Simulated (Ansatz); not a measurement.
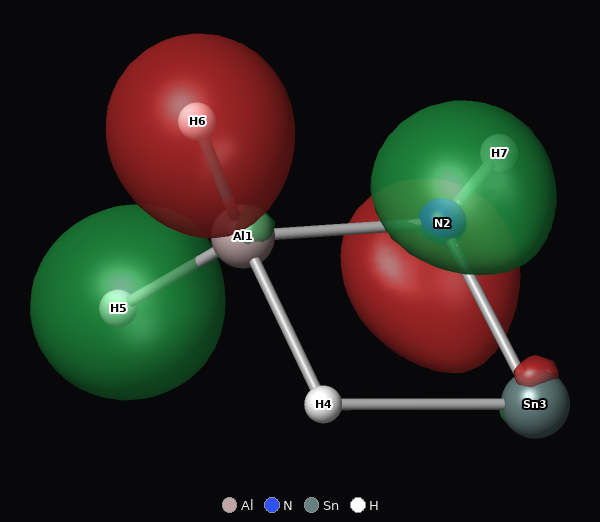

AlH4NSn. One frontier orbital at ±0.15 Å⁻³ᐟ² (green and red are the two phases), seen at an oblique angle.

Geometry: BLYP-D3(BJ)/def2-SVP; core potentials replace the inner electrons of Sn.

Method: isolated molecule in a Gaussian basis; Kohn-Sham density functional theory, functional PBE0 (Ansatz).

```yaml
atoms:
  - { symbol: Al, position_ang: [0.2183, -0.4634, -0.9435] }
  - { symbol: N, position_ang: [0.8052, 0.6799, 0.4324] }
  - { symbol: Sn, position_ang: [-0.9998, 1.4752, 0.9869] }
  - { symbol: H, position_ang: [-1.4684, 0.2356, -0.4746] }
  - { symbol: H, position_ang: [0.0993, -2.0191, -0.5947] }
  - { symbol: H, position_ang: [0.4363, 0.0365, -2.4465] }
  - { symbol: H, position_ang: [1.7043, 0.9198, 0.8624] }
```

Which orbital is it: HOMO or LUMO?

Answer. The HOMO, at −7.00 eV. By Hirshfeld shares it lies mainly on N2 (about 35 %), Al1 (about 20 %), H6 (about 15 %), H5 (about 15 %) and Sn3 (about 10 %).
